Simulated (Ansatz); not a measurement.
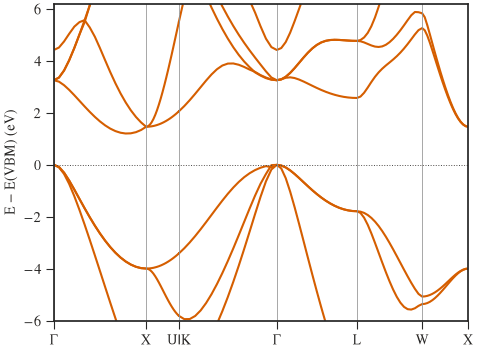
Figure. Band structure from PBE in the plane-wave PAW code Ansatz

### Question
Read off the gap and where the band edges lie.

### Answer
About 1.2 eV (1.20 eV by a search for the band edges); maximum at Γ, minimum on the Γ–X line, 80 % of the way from Γ.

The material is BAs (zinc blende, F-43m).

Symmetry was held in the PBE relaxation; phonons on a q-mesh show no instability. Spin–orbit coupling is left out wherever it is not named.

Potentials: the later of the program's two PAW sets.
